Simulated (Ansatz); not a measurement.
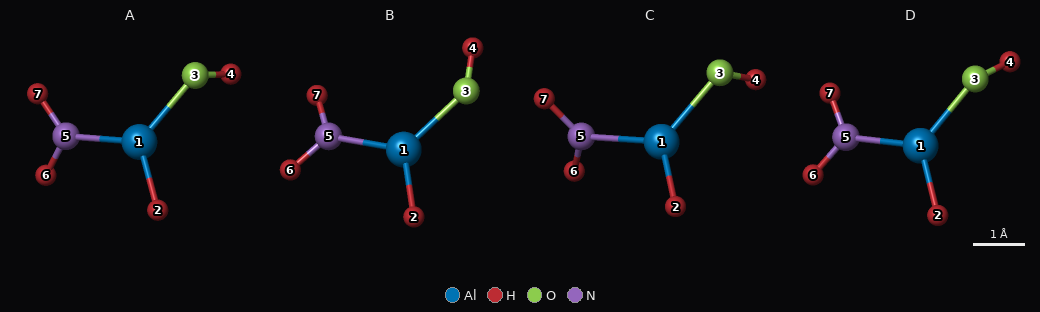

4 geometries from one relaxation of AlNH4O, in shuffled order. A ball-and-stick model, seen at a tilt.

The run prepares the start of a later molecular dynamics calculation, from a guessed geometry.

Theory: RHF/def2-SVP in Ansatz 0.2.0. (no spin polarisation; force threshold 0.02 eV/Å; at most 40 steps)

Put them in the order of the run, from the start to the converged end.

Answer. C, A, D, B. They are steps 0, 2, 4, 10, at +1.117 eV, +0.284 eV, +0.089 eV relative to the last. The atom that moves furthest after the best rigid fit is H7 (0.95 Å). By element the largest moves are H 0.95 Å, O 0.39 Å, Al 0.19 Å, N 0.15 Å. Some distances before and after: Al1–N5 1.920 → 1.768 Å, Al1–O3 1.780 → 1.688 Å, O3–H4 1.010 → 0.939 Å, N5–H6 1.060 → 1.002 Å. Among the angles between lasting bonds that change: Al1–O3–H4 109.5° → 134.8°, H6–N5–H7 120.0° → 109.5°, Al1–N5–H7 120.0° → 126.6°. Groups turn about Al1–O3 by about 90°, Al1–N5 by about 65°. Over 10 geometry steps the energy falls by 1.117 eV. The largest force component goes from 3.1 to 0.0064 eV/Å. The run took 4.1 s on 1 thread of AMD EPYC 9R45 96-Core Processor (Zen 5), on a shared host, peak memory 0.14 GiB.

Limits of the set-up: Hartree-Fock leaves out electron correlation.
